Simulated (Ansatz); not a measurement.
**AsGaH6: density, localisation and related maps**

```xyz
8

Ga   -1.1258   -0.7449   -0.7664
H    -0.6043   -0.3644   -2.2151
H    -0.7936   -2.1826   -0.1838
H    -2.3284    0.0785   -0.1414
H     2.2539    0.1510    0.3215
As    0.7884    0.5227    0.5391
H     0.9736    2.0316    0.3799
H     0.8363    0.5081    2.0662
```

The calculation used Ansatz, RKS PBE-D4/def2-SVP.

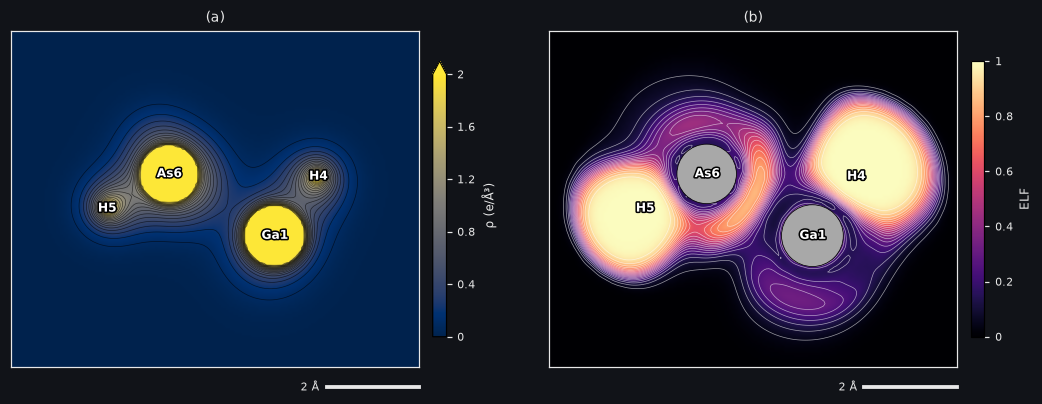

Figure 1. (a) electron density; (b) electron localisation function on the plane of atoms H4, Ga1 and As6. Grey discs cover the atomic cores in the ELF map.

What does the map show?

The section cuts through Ga, H and As sites.
Ga–As (2.64 Å): ρ at the midpoint is about 0.33 e/Å³, with its minimum of 0.29 e/Å³ about 1.2 Å from Ga; the ELF peaks at about 0.85 between the atoms (a covalent bond).
As–H (1.53 Å): ρ at the midpoint is about 1.1 e/Å³; the ELF climbs to about 1 towards the hydrogen, as it does in any bond to H.
Ga–H (1.59 Å): ρ is about 0.91 e/Å³ halfway; the ELF climbs to about 1 towards the hydrogen.

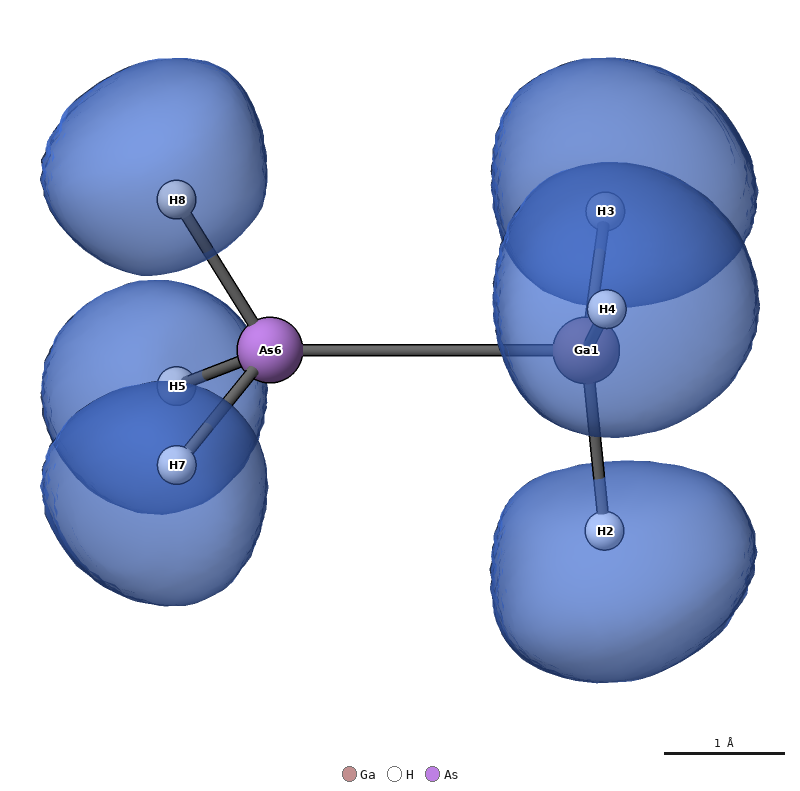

Figure 2. Isosurface of the electron localisation function at 0.9 (blue), seen across its widest extent. Only the valence region is drawn (cores and ρ < 0.01 e/Å³ removed).

Identify the bonds, lone pairs and shells in this picture.

The surface consists of six regions around hydrogen nuclei.

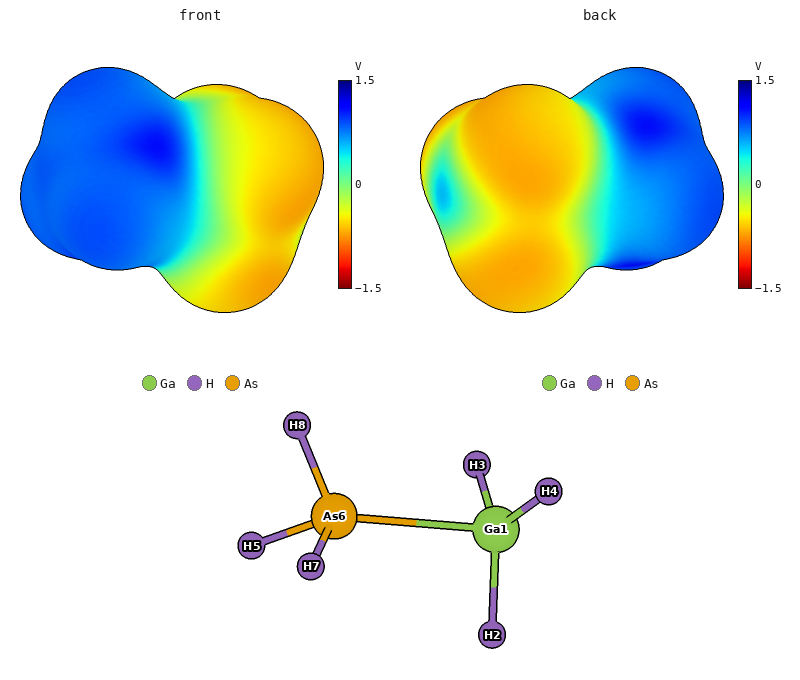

Figure 3. The molecular electrostatic potential painted on the density surface at 0.001 e/bohr³, seen from the front and from behind; red is negative and blue positive. The bare structure is drawn below in the same view.

Which sites attract a positive test charge, and which a negative one?

A positive charge is drawn to the negative regions and a negative charge to the positive ones. The most negative region (about −0.7 V) lies over H2, H3 and H4, the most positive (about +1.1 V) over As6.
